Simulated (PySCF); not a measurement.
# GeSe (Germanium monoselenide) in PySCF

Wanted: the charge distribution of GeSe (Germanium monoselenide).

The calculation is run with PySCF 2.14.0.

4 further runs of the same task are left out: 2 that didn't finish, 2 set aside as unsound or not needed.

## Step 1: The structure to begin with

GeSe: 2 atoms, total charge 0, spin state singlet. As SMILES, `[Ge-]#[Se+]`. Geometry: the measured bond length.

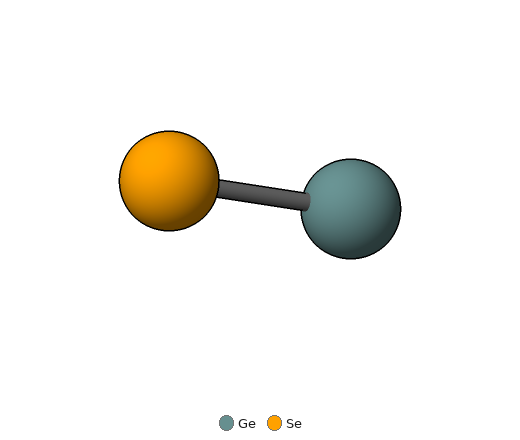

The structure, seen from a chosen angle (germanium teal, selenium orange).

## Step 2: The run

Input file calc.py:

```python
import numpy
from pyscf import gto, scf, dft, lo, solvent
from pyscf import df

mol = gto.M(
    atom='''
Ge       0.000000       0.000000       0.000000
Se       0.000000       0.000000       2.134629
''',
    symmetry=True,
    charge=0,
    verbose=3,
    max_memory=1860,
    spin=0,
    basis='3-21g',
)

mf = dft.RKS(mol)
mf.xc = 'tpss0'
mf = mf.sfx2c1e()
mf = mf.density_fit(auxbasis=df.aug_etb(mol, beta=2.0))
mf = mf.PCM()
mf.with_solvent.method = 'COSMO'
mf.with_solvent.eps = 2.228
mf.disp = 'd3bj'
mf.max_cycle = 6
mf.kernel()

etot = mf.e_tot
print(f'total energy: {etot:.8f} hartree')
mf.analyze()
quad = mf.quad_moment()
occ = mf.mo_coeff[:, mf.mo_occ > 0]
iaos = lo.vec_lowdin(lo.iao.iao(mol, occ), mf.get_ovlp())
c = iaos.T @ mf.get_ovlp() @ occ
pop_iao, q_iao = scf.hf.mulliken_pop(lo.iao.reference_mol(mol), (c * mf.mo_occ[mf.mo_occ > 0]) @ c.T, numpy.eye(c.shape[0]), verbose=0)
print('IAO charges', numpy.round(q_iao, 4))
```

Launch:

```sh
$ OMP_NUM_THREADS=1 python calc.py
```

Standard output:

```text
WARN: PCM is an experimental feature. It is still in testing.
Features and APIs may be changed in the future.

SCF not converged.
SCF energy = -4495.32831112036
total energy: -4495.32831112 hartree
Wave-function symmetry id = 0
occupancy for each irrep:     A1  E1x  E1y  E2x  E2y
                              15    7    7    2    2
**** MO energy ****
MO #1 (A1 #1), energy= -457.785566111163 occ= 2
MO #2 (A1 #2), energy= -401.734049710922 occ= 2
MO #3 (A1 #3), energy= -59.5472740753928 occ= 2
MO #4 (A1 #4), energy= -52.5306468950211 occ= 2
MO #5 (E1x #1), energy= -52.5302632226358 occ= 2
MO #6 (E1y #1), energy= -52.5302632226358 occ= 2
MO #7 (A1 #5), energy= -50.9673860998509 occ= 2
MO #8 (E1x #2), energy= -44.6212914899981 occ= 2
MO #9 (E1y #2), energy= -44.6212914899981 occ= 2
MO #10 (A1 #6), energy= -44.620447018767 occ= 2
MO #11 (A1 #7), energy= -8.10070499304648 occ= 2
MO #12 (A1 #8), energy= -6.45549097911647 occ= 2
MO #13 (A1 #9), energy= -5.83620417381005 occ= 2
MO #14 (E1x #3), energy= -5.8328806483982 occ= 2
MO #15 (E1y #3), energy= -5.8328806483982 occ= 2
MO #16 (E1x #4), energy= -4.46116201019857 occ= 2
MO #17 (E1y #4), energy= -4.46116201019857 occ= 2
MO #18 (A1 #10), energy= -4.45783149428563 occ= 2
MO #19 (A1 #11), energy= -1.99317245284478 occ= 2
MO #20 (E1x #5), energy= -1.99030693977561 occ= 2
MO #21 (E1y #5), energy= -1.99030693977561 occ= 2
MO #22 (E2x #1), energy= -1.98774070325675 occ= 2
MO #23 (E2y #1), energy= -1.98774070325675 occ= 2
MO #24 (A1 #12), energy= -1.11845012317289 occ= 2
MO #25 (E2x #2), energy= -1.1162920229907 occ= 2
MO #26 (E2y #2), energy= -1.1162920229907 occ= 2
MO #27 (E1x #6), energy= -1.11374029838158 occ= 2
MO #28 (E1y #6), energy= -1.11374029838158 occ= 2
MO #29 (A1 #13), energy= -0.729262322296364 occ= 2
MO #30 (A1 #14), energy= -0.466145487798078 occ= 2
MO #31 (E1x #7), energy= -0.28269056608981 occ= 2
MO #32 (E1y #7), energy= -0.28269056608981 occ= 2
MO #33 (A1 #15), energy= -0.278466276146726 occ= 2
MO #34 (E1x #8), energy= -0.0841822818769227 occ= 0
MO #35 (E1y #8), energy= -0.0841822818769227 occ= 0
MO #36 (A1 #16), energy= 0.0530280246387662 occ= 0
MO #37 (A1 #17), energy= 0.237043495038043 occ= 0
MO #38 (A1 #18), energy= 0.306681614166595 occ= 0
MO #39 (E1x #9), energy= 0.309791850387298 occ= 0
MO #40 (E1y #9), energy= 0.309791850387298 occ= 0
MO #41 (A1 #19), energy= 0.534699076836146 occ= 0
MO #42 (E1x #10), energy= 0.562731938002913 occ= 0
MO #43 (E1y #10), energy= 0.562731938002913 occ= 0
MO #44 (A1 #20), energy= 0.704291057785553 occ= 0
 ** Mulliken atomic charges  **
charge of    0Ge =      0.22619
charge of    1Se =     -0.22619
Dipole moment(X, Y, Z, Debye): -0.00000,  0.00000, -2.31100
Traceless quadrupole moment (Debye*A):

IAO charges [ 0.2381 -0.2381]
```

It took 4.8 s on 1 thread of Arm Neoverse N1, shared host; peak memory 0.23 GiB.

## Step 3: What went wrong

The run stopped without converging.

The log says `SCF not converged.`. The cause is that the iteration cap is too low for convergence. To mend it: iteration cap at its default in place of 6.
